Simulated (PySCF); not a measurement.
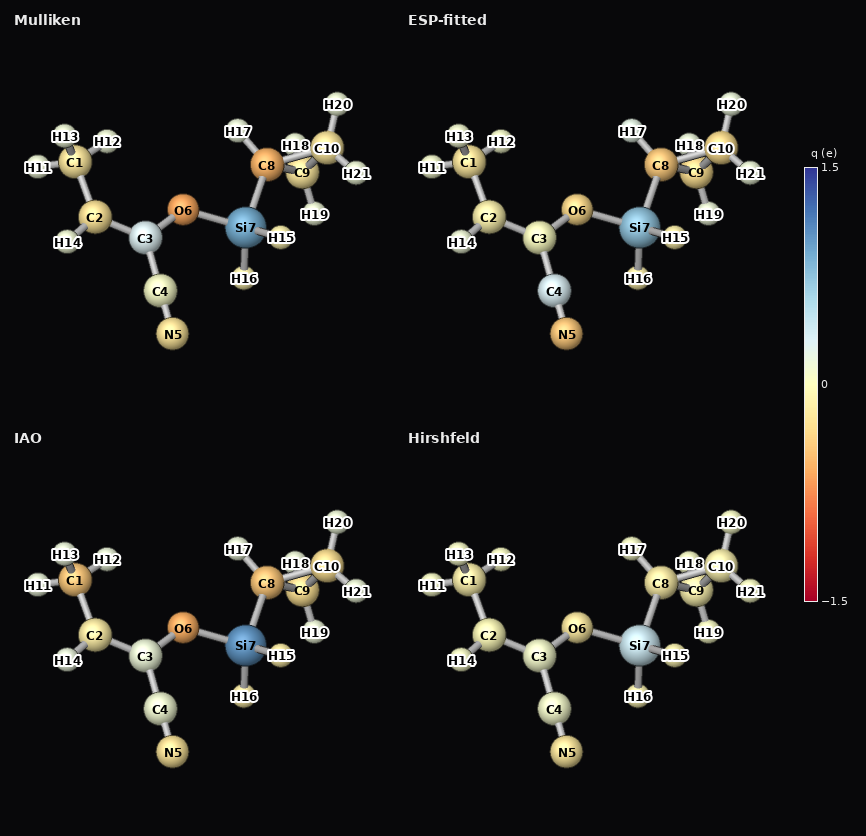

Atomic charges of one calculation by 4 schemes, on one colour scale. The geometry was computed by an optimisation with GFN2-xTB. No frequency run is at hand to confirm it as a minimum. Method: PBE0/pcSseg-1 (PySCF 2.14.0).

**On which atom do the schemes disagree most?**

On Si7 (from 0.40 to 1.02 e).

List the charges (e), one line for each set of equivalent atoms. Atoms whose distances differ by more than 0.02 Å in this geometry are listed apart.

```tsv
atom	Mulliken	ESP-fitted	IAO	Hirshfeld
C1	−0.20	−0.20	−0.43	−0.11
C2	−0.24	−0.10	−0.14	−0.03
C3	0.29	0.01	0.14	0.08
C4	0.05	0.31	0.11	0.07
N5	−0.23	−0.42	−0.23	−0.21
O6	−0.62	−0.32	−0.58	−0.18
Si7	0.89	0.73	1.02	0.40
C8	−0.54	−0.42	−0.44	−0.14
C9	−0.21	−0.29	−0.28	−0.09
C10	−0.21	−0.29	−0.28	−0.09
H11	0.14	0.09	0.16	0.05
H12	0.14	0.07	0.16	0.04
H13	0.14	0.09	0.16	0.05
H14	0.12	0.13	0.17	0.06
H15	−0.10	−0.12	−0.15	−0.08
H16	−0.10	−0.12	−0.15	−0.08
H17	0.15	0.22	0.16	0.05
H18	0.13	0.16	0.15	0.05
H19	0.13	0.15	0.14	0.05
H20	0.13	0.16	0.15	0.05
H21	0.13	0.15	0.14	0.05
```

The geometry is semi-empirical. Around Si such bond lengths and angles can be off by a tenth of an ångström or more and by several degrees, and values that hang on the shape move with them.
